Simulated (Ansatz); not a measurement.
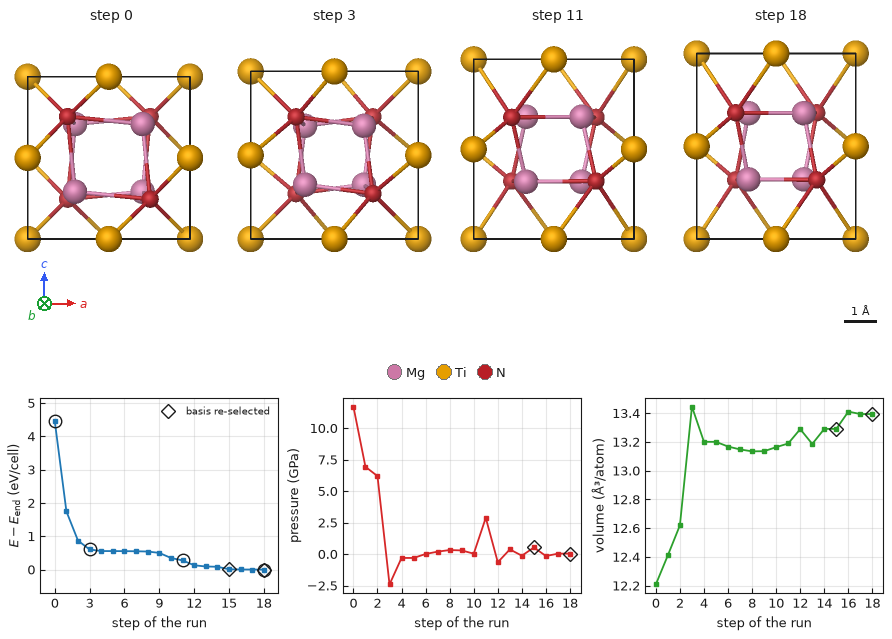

Frames of a relaxation of crystalline Mg$_{4}$Ti$_{3}$N$_{4}$ (a generated structure, set up in P-43m) (coarse preliminary run), marked on the history of the run. The picture is a ball-and-stick view of the cell of the calculation, seen along the b axis.

These are results of DFT PBE, scalar-relativistic, plane waves, PAW (Ansatz), not measurements.

Input file:
```yaml
crystal:
  lattice:
    - [5.12099725, 0.0, 0.0]
    - [0.0, 5.12099725, 0.0]
    - [0.0, 0.0, 5.12099725]
  atoms:
    - { symbol: Mg, position: [0.2917, 0.2917, 0.2917] }
    - { symbol: Mg, position: [0.2917, 0.7083, 0.7083] }
    - { symbol: Mg, position: [0.7083, 0.2917, 0.7083] }
    - { symbol: Mg, position: [0.7083, 0.7083, 0.2917] }
    - { symbol: Ti, position: [0.0, 0.0, 0.5], spin: -1.0 }
    - { symbol: Ti, position: [0.5, 0.0, 0.0], spin: 1.0 }
    - { symbol: Ti, position: [0.0, 0.5, 0.0], spin: 1.0 }
    - { symbol: "N", position: [0.245687, 0.245687, 0.754313] }
    - { symbol: "N", position: [0.754313, 0.754313, 0.754313] }
    - { symbol: "N", position: [0.245687, 0.754313, 0.245687] }
    - { symbol: "N", position: [0.754313, 0.245687, 0.245687] }
basis:
  ecutwfc: 420
kpoints:
  mp_grid: { grid: [4, 4, 4] }
hamiltonian:
  xc: pbe
scf:
  occupations: { method: gaussian, width: 0.1 }
  lower_state_search: "off"
output:
  forces: true
  stress: true
  eigenvalues: true
  populations: true
magnetization:
  spin_polarized: true
relax:
  adjacent_minimum: "off"
  f_tol: 0.04
  max_steps: 70
  cell: { stress_tol: 0.4 }
```

Launched with:
```bash
ansatz run input.yaml --threads 1 --pin off --max-ram 2560MiB --backend cpu --events-out ev --progress --plain --runs-dir out
```

What happens along the run?

After 16 accepted moves (18 points after the start) the energy has fallen by 4.448 eV per cell of the calculation. The largest force component goes from 2.4 to 0.022 eV/Å. Pressure: 11.71 GPa at the start and 0.05 GPa at the end. The SCF was repeated twice at an unchanged geometry on a basis and grid sized afresh for the cell, which shifted the energy by 75.5 meV per cell of the calculation at most. The largest moves relative to the cell, 0.43 Å, are those of N8, N9, N10 and N11. N10 goes along +c. Largest moves by element: N 0.43 Å, Mg 0.30 Å. Ti stays in place. The volume changes by +9.7 %, with a = b 5.121 → 5.018 Å (−2.0 %), c 5.121 → 5.852 Å (+14.3 %). Among the contacts that change: Mg1–Mg4 3.017 → 2.469 Å, Ti6–N10 2.205 → 2.577 Å, Mg1–Mg2 3.017 → 2.721 Å, Mg1–Ti6 2.367 → 2.642 Å. Bond angles that change, for instance: N8–Ti6–N9 110.4° → 87.0°, Ti6–N9–Ti7 110.4° → 87.0°, N8–Ti6–N10 107.6° → 120.5°. The space group (tolerance 0.01 Å) goes from P-43m (No. 215) to P-42m (No. 111). The program noted that the starting moments weren't kept. The run took 15 min on 1 thread of Intel(R) Xeon(R) Processor @ 2.70GHz (shared host), peak memory 0.58 GiB. From step 0 to 3: Mg atoms move most (0.30 Å), volume +10.1 %, energy −3.843 eV per cell of the calculation. From step 3 to 11: N atoms move most (0.38 Å), volume −1.9 %, energy −0.328 eV per cell of the calculation. From step 11 to 18: N atoms move most (0.06 Å), volume +1.6 %, energy −0.277 eV per cell of the calculation.
